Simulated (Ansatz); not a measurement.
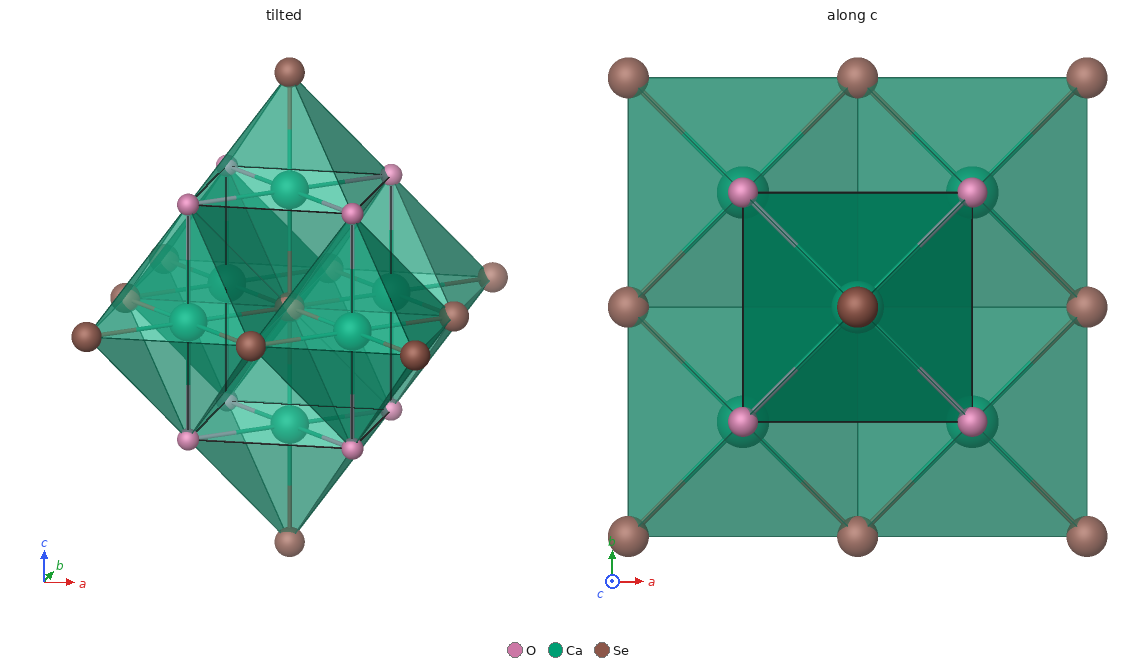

An orthographic polyhedral view of the structure, slightly off an axis and along the c axis. Atoms at the boundary of the conventional unit cell (the box) are drawn once for each face, edge or corner they touch. A few atoms beyond the faces are included.

Ca2SeO, space group P4/mmm (No. 123), a = 3.839 Å, b = 3.839 Å, c = 5.494 Å, α = 90.00°, β = 90.00°, γ = 90.00°. Starting structure: a structure type filled with these elements by a generator (whether the compound takes this form wasn't checked). The cell was then strained or its atoms displaced on purpose. A calculation with Ansatz used it as input.

This one geometry was computed with Ansatz (DFT, plane waves, PAW) at three levels of theory: HSE06, r2SCAN and PBE. It was relaxed with r2SCAN and then strained.

> How does the band gap change with the level of theory?

PBE: a gap of 2.02 eV, direct; r2SCAN: a gap of 2.48 eV, direct; HSE06: a gap of 3.18 eV, direct.

> Collect the results in a table.

| level | cutoff (eV) | k-mesh of the run's cell | gap (eV) | pressure (GPa) |
| --- | --- | --- | --- | --- |
| HSE06 | 420 | 4×4×4 | 3.18 | 1.8 |
| r2SCAN | 500 | 6×6×6 | 2.48 | 1.6 |
| PBE | 420 | 6×6×6 | 2.02 | 2.6 |

Gaps are taken on the k-mesh or band path of each run.
